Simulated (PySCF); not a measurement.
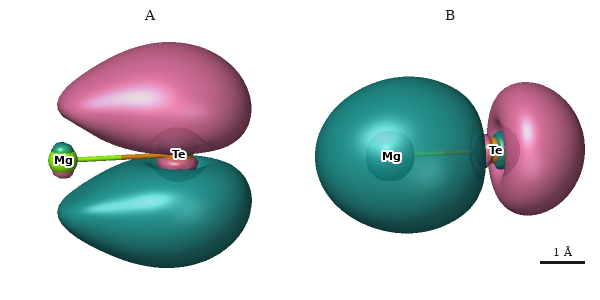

*MgTe. Two frontier orbitals, each drawn at the value that holds 80 % of its norm (teal and pink are the two phases), in no order; of a degenerate pair one member is drawn.*

Core potentials replace the inner electrons of Te.

Theory: PBE0/def2-SVPD, non-relativistic Hamiltonian with scalar-relativistic core potentials where named, at a bond length of 2.480 Å (PySCF 2.14.0).

Name the orbitals and rank them from lowest to highest energy.

Answer. Orbital B: σ, occupied, −7.40 eV; shared between the atoms (Mg 45 %, Te 55 %).
Orbital A: π, occupied, −5.49 eV; mainly on Te (85 %).
